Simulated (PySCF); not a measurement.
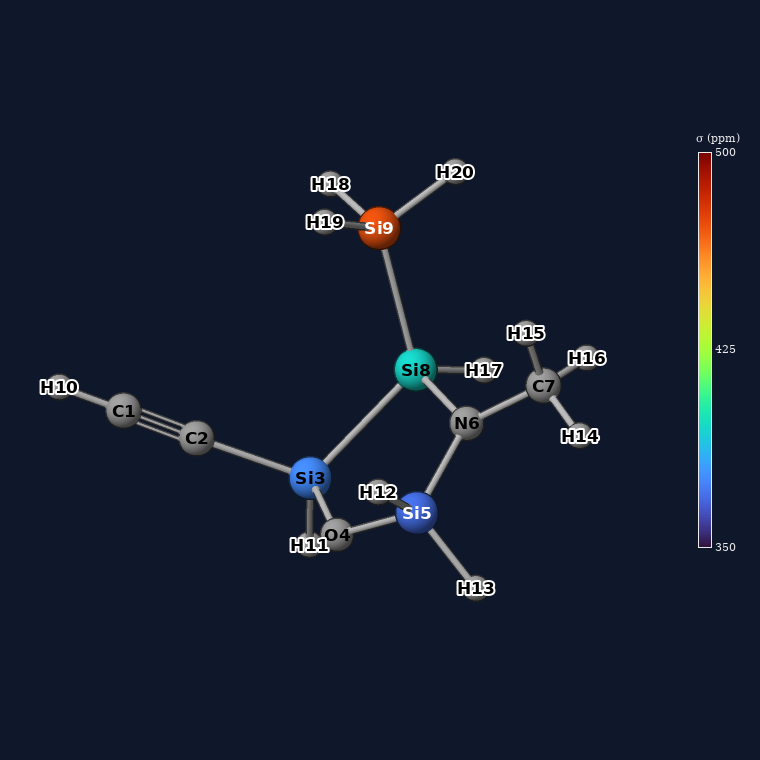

Atoms are coloured by their isotropic NMR shieldings (Si only, the others grey). The geometry was computed by an optimisation with GFN2-xTB. No frequency run is at hand to confirm it as a minimum. Method: GIAO PBE0/pcSseg-1 NMR shielding, non-relativistic, gas phase (PySCF 2.14.0).

Question: Which Si atom is the most shielded (lowest chemical shift)?

Answer: Si9 (471.4 ppm).

Question: Which Si atom is the least shielded (highest chemical shift)?

Answer: Si5 (370.3 ppm).

Question: How wide is the range of Si shifts?

Answer: 101.1 ppm.

Give the isotropic NMR shieldings of the Si atoms atom by atom.

```csv
atom,σ (ppm)
Si3,376.4
Si5,370.3
Si8,395.2
Si9,471.4
```

The geometry is semi-empirical. Around Si such bond lengths and angles can be off by a tenth of an ångström or more and by several degrees, and values that hang on the shape move with them.
